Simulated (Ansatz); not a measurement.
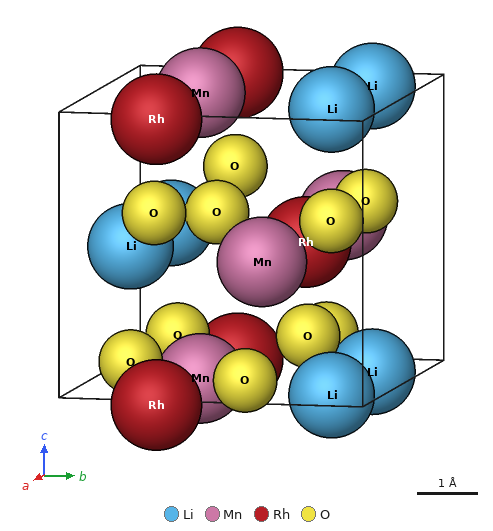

Spheres-only representation of a periodic structure, projected slightly off an axis. One simulation cell is framed, with atoms on its boundary repeated.

```xyz
16
Lattice="6.1782 0.0000 0.0000 0.0000 5.2528 0.0000 0.0000 0.0000 4.8622" Properties=species:S:1:pos:R:3 pbc="T T T"
Li    4.6355    4.3662    4.8379
Li    4.6318    0.8867    2.4068
Li    1.5427    4.3662    4.8379
Li    1.5464    0.8867    2.4068
Mn    3.0891    1.7425    4.8466
Mn    0.0000    3.5104    2.4155
Rh    0.0000    1.6856    4.7897
Rh    3.0891    3.5672    2.3586
O     3.0891    3.6077    0.7629
O     0.0000    1.6452    3.1940
O     3.0891    2.0313    2.8220
O     0.0000    3.2216    0.3909
O     4.8728    0.9450    0.4760
O     4.3946    4.3079    2.9071
O     1.3055    0.9450    0.4760
O     1.7837    4.3079    2.9071
```

Setup: DFT, PAW plane waves, r2SCAN in Ansatz; plane-wave cutoff 500 eV, k-points on a 5×6×7 grid, Gaussian smearing of 0.25 eV, no spin polarisation (a spin-restricted run, not always the ground state). The pressure of the cell is 66 GPa.

### What net charge does each kind of atom have (Bader)?

Li +0.89 e; Mn +1.01 e; Rh +1.78 e; O -1.14 e.

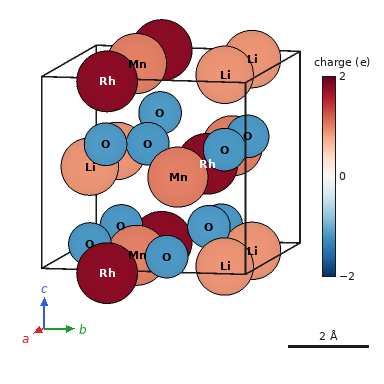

The atoms coloured by those charges.

Shown is a generated cell, made by putting these elements into a known structure type (the compound may or may not exist in this form), as it stood before any relaxation. An electronic-structure calculation with Ansatz was run on it.

At this level of theory the cell isn't at rest (compressed, at 66 GPa and forces up to 16.0 eV/Å), so its distances can differ from those at equilibrium, the more so the softer the solid.
